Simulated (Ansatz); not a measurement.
B2O (space group P-3m1, No. 164). Coordinates: the end point of a relaxation with DFT PBEsol, scalar-relativistic, plane waves, PAW in Ansatz.

```cif
data_structure
_symmetry_space_group_name_H-M 'P 1'
_symmetry_Int_Tables_number 1
_cell_length_a 2.5191
_cell_length_b 2.5191
_cell_length_c 10.2288
_cell_angle_alpha 90.000
_cell_angle_beta 90.000
_cell_angle_gamma 120.000
_cell_volume 56.21
loop_
_atom_site_label
_atom_site_type_symbol
_atom_site_fract_x
_atom_site_fract_y
_atom_site_fract_z
_atom_site_occupancy
B1 B 0.00000 0.00000 0.41443 1
B2 B 0.00000 0.00000 0.58557 1
B3 B 0.66667 0.33333 0.03140 1
B4 B 0.33333 0.66667 0.96860 1
O1 O 0.66667 0.33333 0.36001 1
O2 O 0.33333 0.66667 0.63999 1
```

Describe the stacking along c, with columns A (0, 0), B (1/3, 2/3), C (2/3, 1/3) of the hexagonal mesh.

B(C) – O(C) – B(A) – B(A) – O(B) – B(B) (six layers in 10.23 Å).

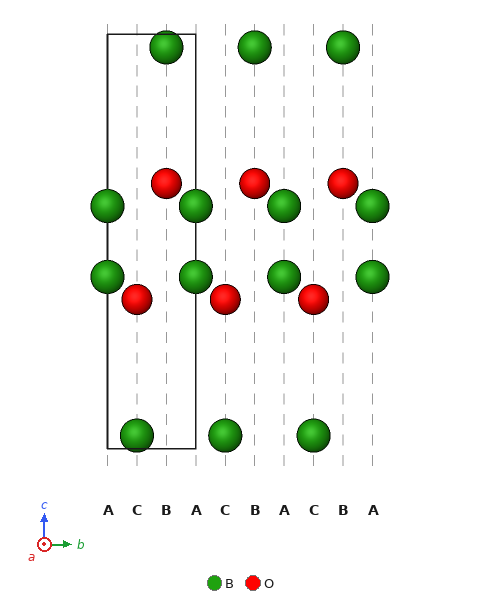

The picture looks along a close-packed row of the hexagonal mesh; c points upwards. The dashed lines mark the three columns A (0, 0), B (1/3, 2/3) and C (2/3, 1/3). The sequence starts with the first layer at or above the cell's origin.
